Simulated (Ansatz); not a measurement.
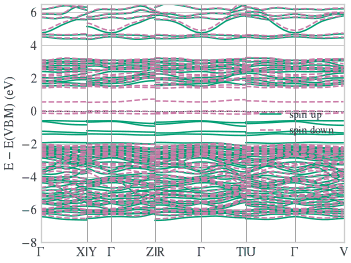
*Band structure from plane-wave PAW PBE (Ansatz code)*

The gap is 0.52 eV; an edge lies off the plotted path or next to a special point (maximum off the standard path, minimum at Y).

The material is CoLi$_{3}$Nb$_{3}$O$_{12}$Ti in space group P1 (No. 1; Pearson symbol aP20).

The start of the workflow was typed in or built on a structure type; neither database checked (COD, Materials Project) lists it. Whether it is the stable phase at ambient conditions was not checked. The PBE relaxation kept the symmetry of its start; its stability against distortions is not shown here. The final state is ferromagnetic, the only order run, not a proven ground state. No Hubbard U is applied. Spin–orbit coupling is left out wherever it is not named.

Potentials: the later of the program's two PAW sets.
